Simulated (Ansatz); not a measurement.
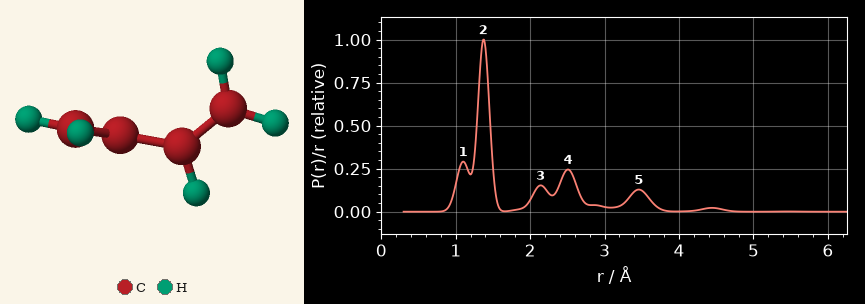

Simulated gas electron diffraction: radial distribution curve of C₄H₅ (charge -1, ignored in the scattering factors). Each pair of atoms contributes with weight ZᵢZⱼ/r; damping constant 0.001 Å²; vibrational amplitudes assumed, not computed: 0.05 Å for bonds, 0.078 Å for bonds to H, 0.06 + 0.015 r up to 0.15 Å for other pairs. The geometry is the end point of an optimisation (Ansatz, RKS B3LYP/6-31G*); it may be a saddle point or a higher isomer.

### Assign the numbered peaks of the radial distribution curve (– bonded, ··· not bonded).

Peak 1, 1.10 Å: C–H 1.09–1.11 Å (×5)
Peak 2, 1.37 Å: C–C 1.34–1.42 Å (×3), not resolved
Peak 3, 2.14 Å: C···H 2.09–2.18 Å (×6), not resolved
Peak 4, 2.51 Å: C···C 2.47–2.55 Å (×2), not resolved
Peak 5, 3.46 Å: C···C 3.43 Å, C···H 3.47–3.60 Å (×4), not resolved
